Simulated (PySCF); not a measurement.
CH4Ge, SMILES [CH3][GeH], PBE0/def2-SVP optimised geometry. Atoms within 1.6 Å of the plane z = 0.0 Å (x, y, z in Å): Ge1 (-1.16, -0.29, 0.00), H2 (-1.25, 1.31, 0.00), C3 (0.83, -0.29, 0.00), H4 (1.25, -1.31, -0.01), H5 (1.19, 0.25, 0.89), H6 (1.20, 0.26, -0.88).

Level of theory: PySCF with PBE0/def2-TZVP. Cells within 0.4 Å of a nucleus heavier than hydrogen are left out (blank, or x).

Map of the Laplacian of the electron density (e/bohr⁵), clipped to [-1.50, 1.50] on the plane z = 0.0 Å:

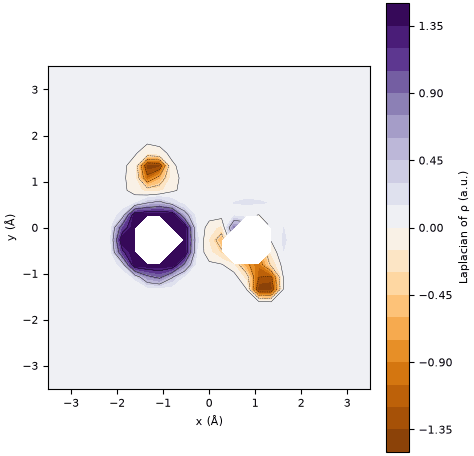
Figure. Laplacian of the electron density (e/bohr⁵), clipped to [-1.50, 1.50] on the plane z = 0.0 Å.
